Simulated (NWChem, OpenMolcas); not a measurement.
C2H3In (SMILES C#[C][InH2]): the electronic atomisation energy, rung by rung

C2H3In has 6 atoms, charge 0, and is taken as a singlet. As SMILES, `C#[C][InH2]`. The shape is that of a PBE0-D4/def2-TZVP optimisation.

```xyz
6

C    -0.1866   -1.9280    0.0151
C    -0.0704   -0.7234    0.0059
In    0.1319    1.3639   -0.0106
H    -0.2890   -2.9896    0.0233
H     0.6735    2.0815   -1.4688
H    -0.2594    2.1955    1.4350
```

Quantity: the electronic atomisation energy, in eV. The values are calculated. Electronic energies at fixed atoms, without zero-point motion or spin-orbit coupling.

| level | kind | program | value (eV) | less CCSD(T)/def2-SVPD | CPU time (all runs) |
| --- | --- | --- | --- | --- | --- |
| HF/def2-SVPD (core potential) | Hartree–Fock | OpenMolcas | 14.73 | -5.01 | 17 s |
| BLYP/def2-SVPD (core potential) | GGA | OpenMolcas | 20.13 | +0.39 | 46 s |
| PBE/def2-SVPD (core potential) | GGA | OpenMolcas | 20.81 | +1.07 | 47 s |
| TPSS/def2-SVPD (core potential) | meta-GGA | OpenMolcas | 20.63 | +0.89 | 63 s |
| r2SCAN/def2-SVPD (core potential) | meta-GGA | OpenMolcas | 20.43 | +0.69 | 78 s |
| PBE0/def2-SVPD (core potential) | global hybrid | OpenMolcas | 20.42 | +0.68 | 43 s |
| MP2/def2-SVPD (core potential) | perturbation theory | NWChem | 20.18 | +0.44 | 58 s |
| CCSD(T)/def2-SVPD (core potential) | coupled cluster or CI | NWChem | 19.74 | 0.00 | 3 min |

CCSD(T)/def2-SVPD (core potential) is the highest level here, not the true value. The values span 14.73 to 20.81 eV. In the correlated wave-function rows the outer d shell of In is correlated, in sets not made for it. CPU times are rough (shared hosts, several kinds of processor and program).

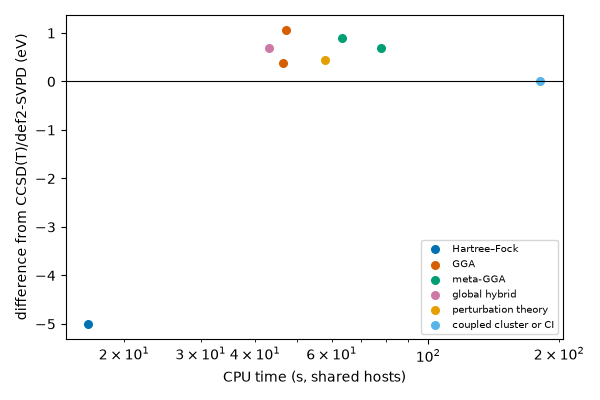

Difference from CCSD(T)/def2-SVPD against processor time, one point a level.
